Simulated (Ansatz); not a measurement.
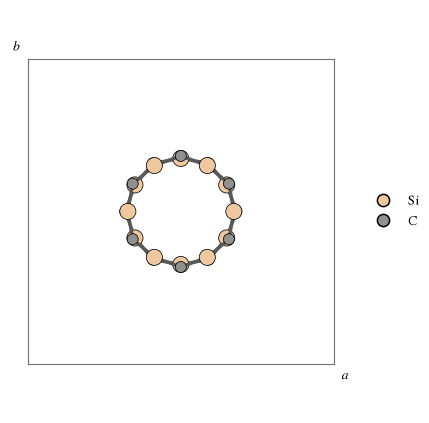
Figure: 1 relaxed period of a body that repeats along c, seen along c; the cell edge a is 17.0 Å long

The numbers are results of PBE (plane waves to 420 eV, PAW; Ansatz, a quantum-chemistry and plane-wave program), not measurements. Mesh 1×1×6. No spin polarisation. Periodic along z alone, with about 11 Å of vacuum beside it. A model structure. It keeps the symmetry and period of its start, so it need not be a minimum against all distortions.

Task: What is drawn, and how wide is it?

Result: Several could match; the one computed here: (6,0) SiC nanotube. A hypothetical model, rolled from the flat sheet.
It measures about 6 Å across, from nucleus to nucleus.
